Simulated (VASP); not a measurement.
Band structure of C (diamond). Computed with r2SCAN meta-GGA, VASP's PBE PAW potentials (set 64) (plane waves; VASP).

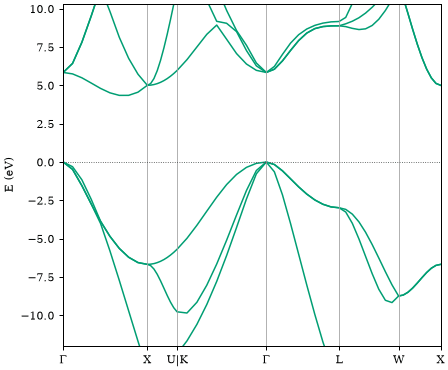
Figure: Bands along high-symmetry lines, zero at the valence-band maximum or, without a gap, the Fermi level

### Question
Read the plot: is there a gap, and where are the band edges?

### Answer
The gap is indirect, 4.33 eV, from the valence maximum at Γ to the conduction minimum at (0.36, 0.36, 0.00).

The compound is C in the diamond structure. It was relaxed first.
